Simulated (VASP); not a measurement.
# Ta2CoO6: structure and properties in VASP, part 6 of 8

What structure and properties does LDA + U give Ta2CoO6, and how near are they to the measured ones? The start is a cell from a database of measured crystal structures.

VASP 6.6.1; LDA, DFT+U (Co d 4 eV), spin-polarised from a ferromagnetic start; plane waves and PAW (Ta_pv, Co, O).

Still holding for the runs below: The magnetic state follows from one typed start and may not be the lowest.

So far, gap on the k-mesh (eV): step 2 (relaxing cell and atoms (LDA + U)) 2.56. The relaxed cell has a = 4.701, c = 9.013 Å (conventional setting).

### 6. Total and projected DOS (LDA + U)

Here the states are counted by energy and projected on the atoms. The mesh is finer than in the run before.

INCAR

```
SYSTEM = Ta2CoO6
PREC = Accurate
ENCUT = 520
EDIFF = 1E-06
NELM = 100
ISMEAR = -5
SIGMA = 0.05
LREAL = .FALSE.
ALGO = Normal
GGA = CA
NBANDS = 120
ISPIN = 2
MAGMOM = 0.026 0.026 0.026 0.026 2.689 2.689 0.029 0.029 0.029 0.029 0.035 0.035 0.035 0.035 0.035 0.035 0.035 0.035
LDAU = .TRUE.
LDAUTYPE = 2
LDAUL = -1 2 -1
LDAUU = 0 4 0
LDAUJ = 0 0 0
LDAUPRINT = 1
LASPH = .TRUE.
LMAXMIX = 4
LORBIT = 11
LWAVE = .FALSE.
LCHARG = .FALSE.
KPAR = 8
NEDOS = 2001
```

POSCAR

```
Ta2CoO6
1.0
    4.7009886135      0.0000000000      0.0000000000
    0.0000000000      4.7009886135      0.0000000000
    0.0000000000      0.0000000000      9.0130363891
Ta Co O
4 2 12
Direct
    0.0000000000      0.0000000000      0.3307636341
    0.5000000000      0.5000000000      0.8307636341
    0.5000000000      0.5000000000      0.1692363659
    0.0000000000      0.0000000000      0.6692363659
    0.0000000000      0.0000000000      0.0000000000
    0.5000000000      0.5000000000      0.5000000000
    0.3074331901      0.3074331901      0.0000000000
    0.1925668099      0.8074331901      0.5000000000
    0.6925668099      0.6925668099      0.0000000000
    0.8074331901      0.1925668099      0.5000000000
    0.2966403633      0.2966403633      0.3267850621
    0.2033596367      0.7966403633      0.8267850621
    0.7033596367      0.7033596367      0.3267850621
    0.7966403633      0.2033596367      0.8267850621
    0.7966403633      0.2033596367      0.1732149379
    0.7033596367      0.7033596367      0.6732149379
    0.2033596367      0.7966403633      0.1732149379
    0.2966403633      0.2966403633      0.6732149379
```

KPOINTS

```
Automatic mesh
0
Gamma
7 7 4
0 0 0
```

PAW data sets: Ta_pv, Co and O (LDA family, release 64).

Launch:

```sh
$ mpirun -np 8 vasp_std
```

The log of the run:

```text
[... set-up lines as in an earlier step ...]
 entering main loop
       N       E                     dE             d eps       ncg     rms          rms(c)
DAV:   1     0.147526348146E+04    0.14753E+04   -0.60901E+04 14424   0.120E+03
DAV:   2    -0.212414584374E+02   -0.14965E+04   -0.13561E+04 15120   0.374E+02
DAV:   3    -0.199964644990E+03   -0.17872E+03   -0.16837E+03 15736   0.136E+02
DAV:   4    -0.206061334310E+03   -0.60967E+01   -0.60197E+01 16768   0.271E+01
DAV:   5    -0.206173800918E+03   -0.11247E+00   -0.11227E+00 20896   0.360E+00    0.785E+01
DAV:   6    -0.177470328030E+03    0.28703E+02   -0.77397E+01 20680   0.556E+01    0.444E+01
DAV:   7    -0.175898093588E+03    0.15722E+01   -0.20736E+01 19480   0.522E+01    0.307E+01
DAV:   8    -0.176350235563E+03   -0.45214E+00   -0.39840E+00 19168   0.854E+00    0.130E+01
DAV:   9    -0.176216731409E+03    0.13350E+00   -0.51337E-01 20288   0.869E+00    0.297E+00
DAV:  10    -0.176266804147E+03   -0.50073E-01   -0.27758E-01 19344   0.178E+00    0.751E-01
DAV:  11    -0.176272447973E+03   -0.56438E-02   -0.15726E-02 18360   0.869E-01    0.486E-01
DAV:  12    -0.176276566776E+03   -0.41188E-02   -0.31105E-03 19032   0.371E-01    0.219E-01
DAV:  13    -0.176277321588E+03   -0.75481E-03   -0.15033E-03 19112   0.258E-01    0.967E-02
DAV:  14    -0.176277518106E+03   -0.19652E-03   -0.34674E-04 18568   0.936E-02    0.510E-02
DAV:  15    -0.176277578295E+03   -0.60189E-04   -0.95180E-05 17952   0.505E-02    0.300E-02
DAV:  16    -0.176277586040E+03   -0.77446E-05   -0.16456E-05 19072   0.299E-02    0.141E-02
DAV:  17    -0.176277587253E+03   -0.12128E-05   -0.30224E-06 14376   0.800E-03    0.682E-03
DAV:  18    -0.176277587379E+03   -0.12681E-06   -0.69431E-07  9512   0.428E-03
   1 F= -.17627759E+03 E0= -.17627759E+03  d E =0.000000E+00  mag=     6.0000
```

Elapsed: 5.3 min, on 8 MPI ranks of Intel Xeon Platinum 8259CL at 2.50GHz (Skylake/Cascade Lake), shared host; peak memory 7.4 GiB; 34 min of CPU time.

OUTCAR, selected parts (step 6):

```text
   k-points           NKPTS =     30   k-points in BZ     NKDIM =     30   number of bands    NBANDS=    120

   NELECT =     134.0000    total number of electrons

atom =   5  type =  2  l = 2

 onsite density matrix

spin component  1

  0.9931  0.0000 -0.0266  0.0000 -0.0000
  0.0000  0.9924  0.0000 -0.0244  0.0000
 -0.0266  0.0000  0.9839  0.0000  0.0000
  0.0000 -0.0244  0.0000  0.9924  0.0000
 -0.0000  0.0000  0.0000  0.0000  0.9697

spin component  2

  0.5934  0.0000  0.3935  0.0000  0.0000
  0.0000  0.5597  0.0000  0.3985  0.0000
  0.3935  0.0000  0.5031  0.0000 -0.0000
  0.0000  0.3985  0.0000  0.5597  0.0000
  0.0000  0.0000 -0.0000  0.0000  0.0438

 occupancies and eigenvectors

  o =  0.0438  v =  0.0000  0.0000  0.0000  0.0000  0.0000  0.0000 -0.0000 -0.0000  0.0000 -1.0000      0.0000  0.0000  0.0000  0.0000  0.0000  0.0000  0.0000  0.0000  0.0000  0.0000
  o =  0.1522  v =  0.0000  0.0000  0.0000  0.0000  0.0000 -0.6656 -0.0000  0.7463  0.0000 -0.0000      0.0000  0.0000  0.0000  0.0000  0.0000  0.0000  0.0000  0.0000  0.0000  0.0000
  o =  0.1613  v =  0.0000  0.0000  0.0000  0.0000  0.0000 -0.0000  0.7071  0.0000 -0.7071 -0.0000      0.0000  0.0000  0.0000  0.0000  0.0000  0.0000  0.0000  0.0000  0.0000  0.0000
  o =  0.9444  v =  0.0000  0.0000  0.0000  0.0000  0.0000 -0.7463  0.0000 -0.6656  0.0000  0.0000      0.0000  0.0000  0.0000  0.0000  0.0000  0.0000  0.0000  0.0000  0.0000  0.0000
  o =  0.9582  v =  0.0000  0.0000  0.0000  0.0000  0.0000 -0.0000 -0.7071 -0.0000 -0.7071  0.0000      0.0000  0.0000  0.0000  0.0000  0.0000  0.0000  0.0000  0.0000  0.0000  0.0000
  o =  0.9615  v = -0.6444  0.0000 -0.7647  0.0000  0.0000  0.0000  0.0000  0.0000  0.0000  0.0000      0.0000  0.0000  0.0000  0.0000  0.0000  0.0000  0.0000  0.0000  0.0000  0.0000
  o =  0.9680  v = -0.0000 -0.7071 -0.0000 -0.7071 -0.0000  0.0000  0.0000  0.0000  0.0000  0.0000      0.0000  0.0000  0.0000  0.0000  0.0000  0.0000  0.0000  0.0000  0.0000  0.0000
  o =  0.9697  v =  0.0000 -0.0000  0.0000 -0.0000  1.0000  0.0000  0.0000  0.0000  0.0000  0.0000      0.0000  0.0000  0.0000  0.0000  0.0000  0.0000  0.0000  0.0000  0.0000  0.0000
  o =  1.0155  v = -0.7647 -0.0000  0.6444  0.0000  0.0000  0.0000  0.0000  0.0000  0.0000  0.0000      0.0000  0.0000  0.0000  0.0000  0.0000  0.0000  0.0000  0.0000  0.0000  0.0000
  o =  1.0168  v =  0.0000 -0.7071 -0.0000  0.7071  0.0000  0.0000  0.0000  0.0000  0.0000  0.0000      0.0000  0.0000  0.0000  0.0000  0.0000  0.0000  0.0000  0.0000  0.0000  0.0000

atom =   6  type =  2  l = 2

 onsite density matrix

spin component  1

spin component  2

 occupancies and eigenvectors

  o =  0.0438  v =  0.0000  0.0000  0.0000  0.0000  0.0000  0.0000 -0.0000  0.0000 -0.0000  1.0000      0.0000  0.0000  0.0000  0.0000  0.0000  0.0000  0.0000  0.0000  0.0000  0.0000
  o =  0.1522  v =  0.0000  0.0000  0.0000  0.0000  0.0000 -0.6656 -0.0000 -0.7463 -0.0000  0.0000      0.0000  0.0000  0.0000  0.0000  0.0000  0.0000  0.0000  0.0000  0.0000  0.0000
  o =  0.1613  v =  0.0000  0.0000  0.0000  0.0000  0.0000  0.0000 -0.7071  0.0000 -0.7071 -0.0000      0.0000  0.0000  0.0000  0.0000  0.0000  0.0000  0.0000  0.0000  0.0000  0.0000
  o =  0.9444  v =  0.0000  0.0000  0.0000  0.0000  0.0000 -0.7463  0.0000  0.6656 -0.0000 -0.0000      0.0000  0.0000  0.0000  0.0000  0.0000  0.0000  0.0000  0.0000  0.0000  0.0000
  o =  0.9582  v =  0.0000  0.0000  0.0000  0.0000  0.0000 -0.0000 -0.7071  0.0000  0.7071 -0.0000      0.0000  0.0000  0.0000  0.0000  0.0000  0.0000  0.0000  0.0000  0.0000  0.0000
  o =  0.9615  v = -0.6444 -0.0000  0.7647  0.0000 -0.0000  0.0000  0.0000  0.0000  0.0000  0.0000      0.0000  0.0000  0.0000  0.0000  0.0000  0.0000  0.0000  0.0000  0.0000  0.0000
  o =  0.9680  v =  0.0000  0.7071  0.0000 -0.7071 -0.0000  0.0000  0.0000  0.0000  0.0000  0.0000      0.0000  0.0000  0.0000  0.0000  0.0000  0.0000  0.0000  0.0000  0.0000  0.0000
  o =  0.9697  v = -0.0000  0.0000  0.0000  0.0000  1.0000  0.0000  0.0000  0.0000  0.0000  0.0000      0.0000  0.0000  0.0000  0.0000  0.0000  0.0000  0.0000  0.0000  0.0000  0.0000
  o =  1.0155  v = -0.7647 -0.0000 -0.6444  0.0000 -0.0000  0.0000  0.0000  0.0000  0.0000  0.0000      0.0000  0.0000  0.0000  0.0000  0.0000  0.0000  0.0000  0.0000  0.0000  0.0000
  o =  1.0168  v =  0.0000  0.7071  0.0000  0.7071 -0.0000  0.0000  0.0000  0.0000  0.0000  0.0000      0.0000  0.0000  0.0000  0.0000  0.0000  0.0000  0.0000  0.0000  0.0000  0.0000

 E-fermi :   3.2318

 k-point     2 :       0.1429    0.0000    0.0000
  band No.  band energies     occupation
    ...
     66       2.1198      1.00000
     67       2.6783      1.00000
     68       2.7959      1.00000
     69       3.0140      1.00000
     70       3.1091      1.00000
     71       5.9169      0.00000
     72       6.1854      0.00000
     73       6.7924      0.00000
     74       6.8868      0.00000
     75       7.0246      0.00000
    ...

 k-point     3 :       0.2857    0.0000    0.0000
  band No.  band energies     occupation
    ...
     66       2.4550      1.00000
     67       2.5687      1.00000
     68       2.7886      1.00000
     69       2.9428      1.00000
     70       3.0324      1.00000
     71       5.9319      0.00000
     72       6.3565      0.00000
     73       6.5788      0.00000
     74       6.9254      0.00000
     75       7.1325      0.00000
    ...

  Total       -0.0081504     -0.0081504     -0.0543665     -0.0000000      0.0000000      0.0000000
  in kB       -0.0655604     -0.0655604     -0.4373132     -0.0000000      0.0000000      0.0000000
  external PRESSURE =      -0.1894780 kB  Pullay stress =       0.0000000 kB

 POSITION                                       TOTAL-FORCE (eV/Angst)
 -----------------------------------------------------------------------------------
      0.00000      0.00000      2.98118         0.000000      0.000000     -0.001842
      2.35049      2.35049      7.48770         0.000000      0.000000     -0.001842
      2.35049      2.35049      1.52533         0.000000      0.000000      0.001842
      0.00000      0.00000      6.03185         0.000000      0.000000      0.001842
      0.00000      0.00000      0.00000         0.000000      0.000000     -0.000000
      2.35049      2.35049      4.50652         0.000000      0.000000     -0.000000
      1.44524      1.44524      0.00000         0.002596      0.002596     -0.000000
      0.90525      3.79573      4.50652        -0.002596      0.002596     -0.000000
      3.25575      3.25575      0.00000        -0.002596     -0.002596     -0.000000
      3.79573      0.90525      4.50652         0.002596     -0.002596     -0.000000
      1.39450      1.39450      2.94533        -0.001640     -0.001640     -0.003095
      0.95599      3.74500      7.45184         0.001640     -0.001640     -0.003095
      3.30649      3.30649      2.94533         0.001640      0.001640     -0.003095
      3.74500      0.95599      7.45184        -0.001640      0.001640     -0.003095
      3.74500      0.95599      1.56119        -0.001640      0.001640      0.003095
      3.30649      3.30649      6.06771         0.001640      0.001640      0.003095
      0.95599      3.74500      1.56119         0.001640     -0.001640      0.003095
      1.39450      1.39450      6.06771        -0.001640     -0.001640      0.003095
 -----------------------------------------------------------------------------------
    total drift:                                0.000000      0.000000     -0.000000

  FREE ENERGIE OF THE ION-ELECTRON SYSTEM (eV)
  ---------------------------------------------------
  free  energy   TOTEN  =      -176.2775873795 eV

  energy  without entropy=     -176.2775873795  energy(sigma->0) =     -176.27758738

[... 14 parts as in an earlier step ...]

[... 10 further parts left out ...]
```

Numbers from this step:

* irreducible k-points: 30
* free energy (TOTEN): -176.2776 eV
* Fermi energy: 3.232 eV
* pressure: -0.01895 GPa
* valence top at k: 0.2857, 0.1429, 0.5
* conduction bottom at k: 0.4286, 0, 0.25
* least direct gap at k: 0.4286, 0.1429, 0.5
* gap on the k-mesh: 2.515 eV
* least direct gap on the k-mesh: 2.547 eV

The density of states has structure finer than the step of the table below, so its rows give means over 1 eV, whole bins alone (the curve runs from -12.0 to 3.97 eV). Peaks (eV: height): total down -2.7: 11.1, -1.6: 9.95, -0.3: 17.5, -0.1: 8.81; total up -5.7: 11.3, -5.2: 12.6, -3.5: 11.2, -0.2: 11.6; O p up -5.2: 4.94, -1.5: 5.24, -1.2: 6.67, -0.2: 5.84; O p down -2.7: 6.59, -2.3: 5.36, -1.6: 6.36, -1.4: 5.74; Co d up -5.2: 2.97, -3.5: 3.35, -2.1: 2.80, -0.2: 3.57.

States under -12.0 eV and over 4.0 eV are left out. The density of states by energy, zero at the valence-band top; means over each step; 7 of 16 lines; values in states/eV/cell:

```
energy (eV)  total down  total up  O p up  O p down  Co d up  Co d down  Ta d up
         -8           0         0       0         0        0          0        0
         -7       0.193     0.760   0.318    0.0854   0.0757    0.00443    0.129
         -6        4.62      5.73    2.44      2.17    0.753     0.0751    0.967
         -5        6.30      7.84    3.14      3.02     1.71      0.182    0.941
         -4        5.24      6.45    2.58      2.74     1.66      0.189    0.524
         -3        7.53      7.44    3.48      4.34     1.47      0.372    0.576
         -2        8.13      8.46    4.07      5.04     2.06      0.592    0.419
         -1        4.04      6.65    3.84      2.72     1.20      0.241    0.174
          0        3.99      2.71    1.32     0.758    0.873       2.81   0.0934
          1           0         0       0         0        0          0        0
          2      0.0404         0       0   0.00126        0     0.0210        0
          3        5.62      3.17   0.401     0.414   0.0392       2.19     2.11
```

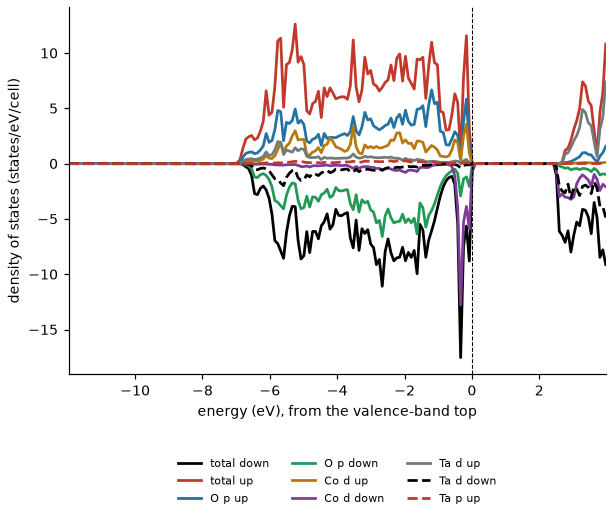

Density of states, plotted against energy. Down spins are drawn negative.

The gap on this mesh is 2.51 eV. In the top eV of the valence band the largest shares in the PAW spheres are Co d 44 % and O p 39 %; in the lowest eV of the conduction band, Ta d 49 %, Co d 25 % and O p 9 %. The rest lies in smaller channels or between the spheres.

[end of part 6 of 8]

[Lines on the potential files, build, host, timing and source positions are cut from VASP's logs without a mark.]

[Logs are printed without paths, hosts, clocks, repeated set-up lines and the standing remarks that a program may print on its own settings, such as how far it seeks lower states.]

[Hosts, paths, dates, database ids (printed as entryN), source tags and the programs' standing remarks are cut or masked in the printed files.]

[A measured line is paired with the nearest computed mode of its activity, which favours agreement.]
